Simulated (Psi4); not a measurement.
# GaHClO (SMILES [O][GaH][Cl]): UCCSD/def2-SVPD

What is the vertical electron affinity of GaHClO at UCCSD/def2-SVPD? The job is set up through an ASE script.

Program for the calculation: Psi4 1.11.

## (1) The system as given

The species is GaHClO (4 atoms), meant as a doublet with charge 0. SMILES: `[O][GaH][Cl]`. The coordinates come from a PBE0-D4/def2-TZVP relaxation.

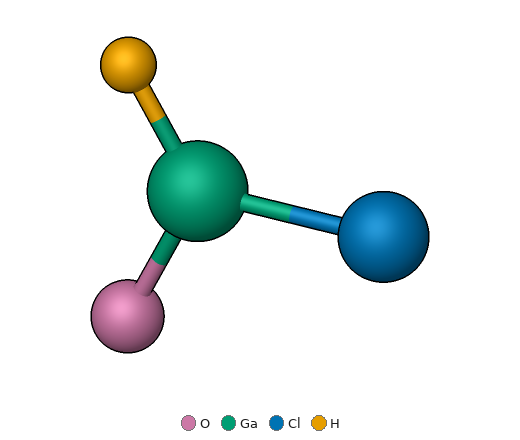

The structure, seen from a chosen angle (oxygen pink, gallium teal, chlorine blue, hydrogen amber).

## (2) A single-point energy at UCCSD/def2-SVPD

Contents of run_ase.py:

```python
import numpy as np
from ase.calculators.psi4 import Psi4
from ase import Atoms

mol = Atoms(['O', 'Ga', 'Cl', 'H'], positions=[
    [-1.739800, -0.117700, -0.212200],
    [0.030900, 0.144300, -0.061200],
    [1.050700, -1.557300, 0.708800],
    [0.713700, 1.470500, -0.455700],
])
calc = Psi4(atoms=mol, method='ccsd', basis='def2-SVPD', memory='2200MB', num_threads=1, charge=0, multiplicity=2, label='clgaho', reference='uhf')
calc.psi4.set_options({'puream': True, 'e_convergence': 1e-09, 'd_convergence': 1e-08, 'scf_type': 'pk', 'num_frozen_docc': 15, 'maxiter': 100})
mol.calc = calc

print(f'energy: {mol.get_potential_energy():.6f} eV')
```

Run with:

```console
$ python run_ase.py
```

clgaho.dat, cut to the lines that bear on the results:

```text
[...]
  Running in c1 symmetry.
[...]
  Nuclear repulsion =  240.936454910321658
[...]
  Multiplicity = 2
[...]
  Nalpha       = 29
  Nbeta        = 28
[...]
    Number of basis functions: 96
[...]
   @UHF iter   1: -2456.05652343501106   -3.03174e+00   2.44247e-02 ADIIS/DIIS
[...]
   @UHF iter  27: -2457.78223708544192   -4.09273e-11   4.56075e-09 DIIS
[...]
   @S^2 Observed:                7.595929577E-01
[...]
    Orbital Energies [Eh]
    ---------------------
    Alpha Occupied:
       1A   -378.849846     2A   -104.803669     3A    -48.216766
       4A    -42.559378     5A    -42.556356     6A    -42.555298
       7A    -20.621089     8A    -10.564976     9A     -8.039567
      10A     -8.037233    11A     -8.037054    12A     -6.459156
      13A     -4.557830    14A     -4.553899    15A     -4.551291
      16A     -1.345811    17A     -1.272553    18A     -1.267744
      19A     -1.263985    20A     -1.263859    21A     -1.237155
      22A     -1.081816    23A     -0.649378    24A     -0.639978
      25A     -0.551923    26A     -0.547317    27A     -0.501914
      28A     -0.477567    29A     -0.466366
    Alpha Virtual:
[...]
  @UHF Final Energy: -2457.78223708544192
   => Energetics <=
    Nuclear Repulsion Energy =            240.9364549103216575
    One-Electron Energy =               -3903.3437152742335456
    Two-Electron Energy =                1204.6250232784702803
    Total Energy =                      -2457.7822370854419205
  UHF NO Occupations:
  HONO-2 :   27  A 1.9984426
  HONO-1 :   28  A 1.9979474
[...]
 Multipole Moments:
 ------------------------------------------------------------------------------------
     Multipole            Electronic (a.u.)      Nuclear  (a.u.)        Total (a.u.)
 ------------------------------------------------------------------------------------
 L = 1.  Multiply by 2.5417464519 to convert [e a0] to [Debye]
 Dipole X            :          0.3596744            0.1307370            0.4904114
 Dipole Y            :          1.2978431           -0.5616012            0.7362418
 Dipole Z            :         -0.4267519            0.2243643           -0.2023876
 Magnitude           :                                                    0.9074779
[...]
      * MP2 total energy                      = -2458.285733501563755
[...]
      * CCSD total energy                     = -2458.304394734920606
```

Standard output:

```text
energy: -66893.869851 eV
```

It took 1.9 min on 1 thread of Intel Xeon Platinum 8259CL at 2.50GHz (Skylake/Cascade Lake), shared host; peak memory 0.7 GiB.

## (3) The singlet anion at the same level

Contents of clgaho.xyz:

```xyz
4
ClGaHO
O     -1.739800    -0.117700    -0.212200
Ga     0.030900     0.144300    -0.061200
Cl     1.050700    -1.557300     0.708800
H      0.713700     1.470500    -0.455700
```

Contents of run.py:

```python
import numpy as np
from ase.calculators.psi4 import Psi4
from ase.io import read

atoms = read('clgaho.xyz')
calc = Psi4(atoms=atoms, method='ccsd', basis='def2-SVPD', memory='2200MB', num_threads=1, charge=-1, multiplicity=1, label='calc')
calc.psi4.set_options({'puream': True, 'e_convergence': 1e-09, 'd_convergence': 1e-08, 'scf_type': 'pk', 'num_frozen_docc': 15})
atoms.calc = calc

print(f'energy: {atoms.get_potential_energy():.6f} eV')
```

Run with:

```console
$ python run.py
```

calc.dat, cut to the lines that bear on the results:

```text
[...]
  Running in c1 symmetry.
[...]
  Nuclear repulsion =  240.936454910321658
[...]
  Multiplicity = 1
[...]
  Nalpha       = 29
  Nbeta        = 29
[...]
    Number of basis functions: 96
[...]
   @RHF iter   1: -2456.31800766270771   -3.29323e+00   2.41881e-02 ADIIS/DIIS
[...]
   @RHF iter  14: -2457.80353583673650   -1.36424e-11   5.56541e-09 DIIS
[...]
    Orbital Energies [Eh]
    ---------------------
    Doubly Occupied:
       1A   -378.602881     2A   -104.616513     3A    -47.970045
       4A    -42.312838     5A    -42.309753     6A    -42.308065
       7A    -20.254715     8A    -10.378970     9A     -7.853355
      10A     -7.851554    11A     -7.851296    12A     -6.212592
      13A     -4.311600    14A     -4.307967    15A     -4.302586
      16A     -1.030170    17A     -1.029044    18A     -1.021466
      19A     -1.018037    20A     -1.016154    21A     -0.901502
      22A     -0.872173    23A     -0.408968    24A     -0.322024
      25A     -0.302311    26A     -0.293414    27A     -0.199216
      28A     -0.163944    29A     -0.154944
[...]
  @RHF Final Energy: -2457.80353583673650
   => Energetics <=
    Nuclear Repulsion Energy =            240.9364549103216575
    One-Electron Energy =               -3917.1237874045073113
    Two-Electron Energy =                1218.3837966574490110
    Total Energy =                      -2457.8035358367369554
[...]
 Multipole Moments:
 ------------------------------------------------------------------------------------
     Multipole            Electronic (a.u.)      Nuclear  (a.u.)        Total (a.u.)
 ------------------------------------------------------------------------------------
 L = 1.  Multiply by 2.5417464519 to convert [e a0] to [Debye]
 Dipole X            :          2.2709081            0.1307370            2.4016451
 Dipole Y            :          0.8423402           -0.5616012            0.2807390
 Dipole Z            :          0.0083932            0.2243643            0.2327575
 Magnitude           :                                                    2.4291746
[...]
      * MP2 total energy                      = -2458.400834893980573
[...]
      * CCSD total energy                     = -2458.396198114592153
```

The script printed:

```text
energy: -66896.367948 eV
```

Run time: 46 s. Hardware: 1 thread of Intel Xeon Platinum 8259CL at 2.50GHz (Skylake/Cascade Lake), shared host; peak memory 0.68 GiB.

## (4) Results

Level: UCCSD/def2-SVPD, 15 core orbitals frozen.

```
                                                                  quantity           value
                                              doublet GaHClO: total energy  -2458.30439 Eh
doublet GaHClO: HOMO energy (Hartree–Fock orbitals) (highest over α and β)       -12.56 eV
 doublet GaHClO: LUMO energy (Hartree–Fock orbitals) (lowest over α and β)         1.27 eV
              doublet GaHClO: correlation energy (15 core orbitals frozen)      -522.2 mEh
                         doublet GaHClO: ⟨S²⟩ of the reference determinant           0.760
                                             doublet GaHClO: T1 diagnostic           0.022
                                               singlet anion: total energy  -2458.39620 Eh
                        singlet anion: HOMO energy (Hartree–Fock orbitals)        -4.22 eV
                        singlet anion: LUMO energy (Hartree–Fock orbitals)         5.01 eV
      singlet anion: HOMO–LUMO gap (to an unbound level, set by the basis)         9.22 eV
               singlet anion: correlation energy (15 core orbitals frozen)      -592.7 mEh
                                              singlet anion: T1 diagnostic           0.024
                         vertical electron affinity (to the singlet anion)        2.498 eV
```

In words: At fixed nuclei the extra electron is bound by 2.50 eV (58 kcal/mol). The T1 diagnostic (singlet anion) of 0.024 is above the customary mark for such species, so a single reference may not serve.
